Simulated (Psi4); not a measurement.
**ZrO2 (zirconia) at DSD-PBEP86/def2-TZVP (core potential, density fitting for correlation)**

Aim: the vertical singlet–triplet gap of ZrO2 (zirconia) at DSD-PBEP86/def2-TZVP (core potential, density fitting for correlation), from 2 runs. 

The calculation is run with Psi4 1.11.

1 further run of the same task is left out (set aside as unsound or not needed).

### Step 1. Starting point

The species is ZrO2 (3 atoms), meant as a singlet with charge 0. As SMILES, `[O]=[Zr]=[O]`. The coordinates come from a PBE0-D4/def2-TZVP relaxation.

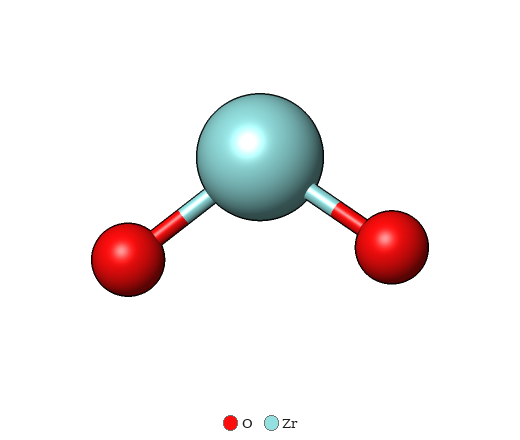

Viewed from a chosen angle; oxygen red, zirconium light teal.

### Step 2. A single-point energy at DSD-PBEP86/def2-TZVP (core potential, density fitting for correlation)

Contents of o2zr.xyz:

```xyz
3
O2Zr
O      0.654500     1.252500     0.388400
Zr     0.348500    -0.481700     0.351800
O     -1.003000    -0.770800    -0.740100
```

Contents of run.py:

```python
import psi4

psi4.set_memory('1600 MB')
psi4.set_num_threads(1)
psi4.core.set_output_file('o2zr.out', False)

with open('o2zr.xyz') as f:
    atoms = ''.join(f.readlines()[2:])
geom = psi4.geometry('0 1\n' + atoms + 'symmetry c1\nno_reorient\nno_com')

options = {'puream': True, 'e_convergence': 1e-09, 'd_convergence': 1e-08, 'scf_type': 'pk', 'dft_radial_points': 99, 'dft_spherical_points': 590, 'num_frozen_docc': 2}
psi4.set_options(options)

E, wfn = psi4.energy('dsd-pbep86/def2-TZVP', molecule=geom, return_wfn=True)
print(f'dsd-pbep86/def2-TZVP energy: {E:.10f} Eh')
for k, v in sorted(psi4.core.scalar_variables().items()):
    print(f'{k:45s} {v:18.10f}')
```

Command:

```bash
$ python run.py
```

o2zr.out (excerpt; [...] marks lines left out):

```text
[...]
    !!!  WARNING: ECP capability is in beta. Please check occupations closely.  !!!
[...]
  Running in c1 symmetry.
[...]
  Nuclear repulsion =   69.572827701783439
[...]
  Multiplicity = 1
[...]
  Nalpha       = 14
  Nbeta        = 14
[...]
    Number of basis functions: 102
[...]
   @RKS iter   1:  -196.14911624109928   -4.57912e-01   1.23327e-02 DIIS/ADIIS
[...]
   @RKS iter  14:  -196.83716367895994   -1.80762e-11   6.40957e-09 DIIS
[...]
    Orbital Energies [Eh]
    ---------------------
    Doubly Occupied:
       1A    -19.985894     2A    -19.985891     3A     -2.396906
       4A     -1.479198     5A     -1.461931     6A     -1.436437
       7A     -1.018741     8A     -0.999836     9A     -0.427847
      10A     -0.408108    11A     -0.390395    12A     -0.371215
      13A     -0.360261    14A     -0.336742
[...]
  @RKS Final Energy:  -196.83716367895994
   => Energetics <=
    Nuclear Repulsion Energy =             69.5728277017834387
    One-Electron Energy =                -425.9697963056885328
    Two-Electron Energy =                 166.2034058378390853
    DFT Exchange-Correlation Energy =      -6.6436009128939695
    Empirical Dispersion Energy =           0.0000000000000000
    VV10 Nonlocal Energy =                  0.0000000000000000
    Total Energy =                       -196.8371636789599393
[...]
 Multipole Moments:
 ------------------------------------------------------------------------------------
     Multipole            Electronic (a.u.)      Nuclear  (a.u.)        Total (a.u.)
 ------------------------------------------------------------------------------------
 L = 1.  Multiply by 2.5417464519 to convert [e a0] to [Debye]
 Dipole X            :         -0.8629461            2.6342782            1.7713321
 Dipole Y            :          1.1927302           -3.6411243           -2.4483941
 Dipole Z            :         -0.8727933            2.6607344            1.7879411
 Magnitude           :                                                    3.5112653
[...]
```

The script printed:

```text
dsd-pbep86/def2-TZVP energy: -197.2727030196 Eh
CURRENT ENERGY                                   -197.2727030196
CURRENT REFERENCE ENERGY                         -196.8371636790
DD SOLVATION ENERGY                                 0.0000000000
DFT FUNCTIONAL TOTAL ENERGY                      -196.8371636790
DFT TOTAL ENERGY                                 -197.2727030196
DFT VV10 ENERGY                                     0.0000000000
DFT XC ENERGY                                      -6.6436009129
DOUBLE-HYBRID CORRECTION ENERGY                    -0.4355393407
DSD-PBEP86 DOUBLE-HYBRID CORRECTION ENERGY         -0.4355393407
DSD-PBEP86 TOTAL ENERGY                          -197.2727030196
GRID ELECTRONS ALPHA                               13.9999986714
GRID ELECTRONS BETA                                13.9999986714
GRID ELECTRONS TOTAL                               27.9999973427
NUCLEAR REPULSION ENERGY                           69.5728277018
ONE-ELECTRON ENERGY                              -425.9697963057
PCM POLARIZATION ENERGY                             0.0000000000
PE ENERGY                                           0.0000000000
SCF ITERATION ENERGY                             -196.8371636790
SCF ITERATIONS                                     14.0000000000
SCF TOTAL ENERGY                                 -196.8371636790
TWO-ELECTRON ENERGY                               166.2034058378
XC GRID RADIAL POINTS                              99.0000000000
XC GRID SPHERICAL POINTS                          590.0000000000
XC GRID TOTAL POINTS                           169838.0000000000
```

It took 14 s on 1 thread of Intel Xeon Platinum 8259CL at 2.50GHz (Skylake/Cascade Lake), shared host; peak memory 0.62 GiB.

### Step 3. The triplet, same level

o2zr.xyz is that of step 2.

Contents of o2zr_ase.py:

```python
import numpy as np
from ase.calculators.psi4 import Psi4
from ase.io import read

a = read('o2zr.xyz')
calc = Psi4(atoms=a, method='dsd-pbep86', basis='def2-TZVP', memory='1600MB', num_threads=1, charge=0, multiplicity=3, label='o2zr', reference='uks')
calc.psi4.set_options({'puream': True, 'e_convergence': 1e-09, 'd_convergence': 1e-08, 'scf_type': 'pk', 'dft_radial_points': 99, 'dft_spherical_points': 590, 'num_frozen_docc': 2, 'maxiter': 100})
a.calc = calc

print(f'energy: {a.get_potential_energy():.6f} eV')
```

Command:

```bash
$ python o2zr_ase.py
```

o2zr.dat (excerpt; [...] marks lines left out):

```text
[...]
    !!!  WARNING: ECP capability is in beta. Please check occupations closely.  !!!
[...]
  Running in c1 symmetry.
[...]
  Nuclear repulsion =   69.572827701783439
[...]
  Multiplicity = 3
[...]
  Nalpha       = 15
  Nbeta        = 13
[...]
    Number of basis functions: 102
[...]
   @UKS iter   1:  -196.41603104331995   -6.16865e-01   8.42540e-03 DIIS/ADIIS
[...]
   @UKS iter  36:  -196.78061777432700   -6.66773e-11   8.81834e-09 DIIS
[...]
   @S^2 Observed:                2.121028594E+00
[...]
    Orbital Energies [Eh]
    ---------------------
    Alpha Occupied:
       1A    -20.096296     2A    -20.096144     3A     -2.426630
       4A     -1.524784     5A     -1.489887     6A     -1.458504
       7A     -1.141917     8A     -1.118490     9A     -0.570741
      10A     -0.510084    11A     -0.499966    12A     -0.489469
      13A     -0.474385    14A     -0.464839    15A     -0.234980
    Alpha Virtual:
      16A     -0.028142    17A     -0.017169    18A      0.024774
      19A      0.060918    20A      0.071661    21A      0.075253
      22A      0.084894    23A      0.104420    24A      0.158929
      25A      0.170426    26A      0.196093    27A      0.200030
[...]
  @UKS Final Energy:  -196.78061777432700
   => Energetics <=
    Nuclear Repulsion Energy =             69.5728277017834387
    One-Electron Energy =                -424.0963898562834515
    Two-Electron Energy =                 164.3512898857432845
    DFT Exchange-Correlation Energy =      -6.6083455055702336
    Empirical Dispersion Energy =           0.0000000000000000
    VV10 Nonlocal Energy =                  0.0000000000000000
    Total Energy =                       -196.7806177743269984
[...]
 Multipole Moments:
 ------------------------------------------------------------------------------------
     Multipole            Electronic (a.u.)      Nuclear  (a.u.)        Total (a.u.)
 ------------------------------------------------------------------------------------
 L = 1.  Multiply by 2.5417464519 to convert [e a0] to [Debye]
 Dipole X            :          9.2468077           -8.5466382            0.7001694
 Dipole Y            :        -12.7793745           11.8132443           -0.9661302
 Dipole Z            :          9.3332751           -8.6267502            0.7065249
 Magnitude           :                                                    1.3866586
[...]
```

Standard output:

```text
energy: -5365.451265 eV
```

Run time: 38 s. Hardware: 1 thread of Intel Xeon Platinum 8259CL at 2.50GHz (Skylake/Cascade Lake), shared host; peak memory 0.64 GiB.

### Step 4. Summary of results

Level: DSD-PBEP86/def2-TZVP (core potential, density fitting for correlation), 2 core orbitals frozen.

| quantity | value |
| --- | --- |
| singlet: total energy | -197.27270 Eh |
| singlet: HOMO energy (SCF part's orbitals) | -9.16 eV |
| singlet: LUMO energy (SCF part's orbitals) | -1.79 eV |
| singlet: HOMO–LUMO gap (SCF part's orbitals) | 7.37 eV |
| triplet: total energy | -197.17670 Eh |
| triplet: HOMO energy (SCF part's orbitals) (highest over α and β) | -6.39 eV |
| triplet: LUMO energy (SCF part's orbitals) (lowest over α and β) | -2.13 eV |
| triplet: ⟨S²⟩ | 2.121 |
| vertical energy of the triplet above the singlet | 2.612 eV |

**Reading.** At this shape the triplet lies 2.61 eV (252 kJ/mol) above the singlet. ⟨S²⟩ (triplet) is 2.12 where a pure triplet has 2.00: the reference is spin-contaminated.
